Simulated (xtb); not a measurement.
## CH3BClFO: geometry relaxation (part 4 of 4)

The same run, continued: CH3BClFO, SMILES BC(O)(F)Cl; GFN1-xTB (xtb 6.7.1). The geometry comes from this level: PBE0-D4/def2-TZVP.

Geometry of the input (Å):
```
B  -0.4967  0.8359  0.1967
C  0.6560  -0.1257  -0.1690
O  -0.5731  -0.8923  -0.3372
F  1.4037  -0.7118  0.7838
Cl 1.5481  -0.0918  -1.6647
H  -0.7965  0.8922  1.3489
H  -0.9916  1.5044  -0.6500
H  -0.6576  -1.4681  0.4359
```

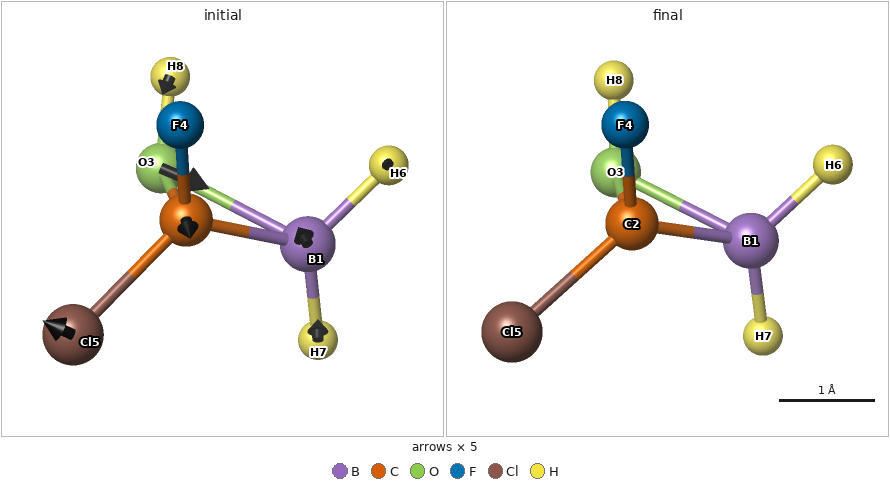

*Before (left) and after (right) the relaxation, at one scale (ball-and-stick view, seen at a tilt). The black arrows give the displacements, magnified 5 times.*

The energy falls by 6.96 kJ/mol in 10 geometry steps. O3 moves most after the best rigid fit: 0.11 Å. By element the largest moves are O 0.11 Å, Cl 0.07 Å, C 0.05 Å, B 0.05 Å, H 0.05 Å, F 0.01 Å. Distances before and after: B1–O3 1.810 → 1.659 Å, B1–H6 1.192 → 1.182 Å, C2–F4 1.346 → 1.351 Å. Among the angles that change: B1–C2–O3 74.1° → 67.0°, B1–O3–H8 109.6° → 115.9°, B1–C2–Cl5 125.0° → 129.6°. (Atoms are counted from 1 in the order of the input.)

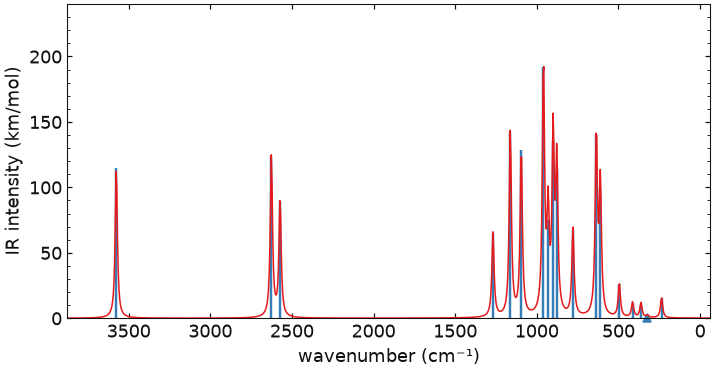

*Harmonic infrared spectrum, unscaled: sticks (degenerate modes added up, dark ones marked on the axis) with a Lorentzian envelope of 16 cm⁻¹ full width, scaled to the tallest stick.*

18 modes from 236 to 3576 cm⁻¹, none imaginary. The strongest line is at 960 cm⁻¹ (192 km/mol).

Key numbers

| quantity | value |
| --- | --- |
| outcome | converged |
| electrons treated | 30 |
| total energy | −19.191586 hartree |
| dispersion energy | −0.002238 hartree |
| basis functions | 32 |
| HOMO | −12.20 eV |
| LUMO | −5.65 eV |
| zero-point energy | 0.045164 hartree |
| dipole moment | 2.56 D |
| wavenumbers, lowest and highest | 236 and 3576 cm⁻¹ |
| peak memory | 0.069 GiB |
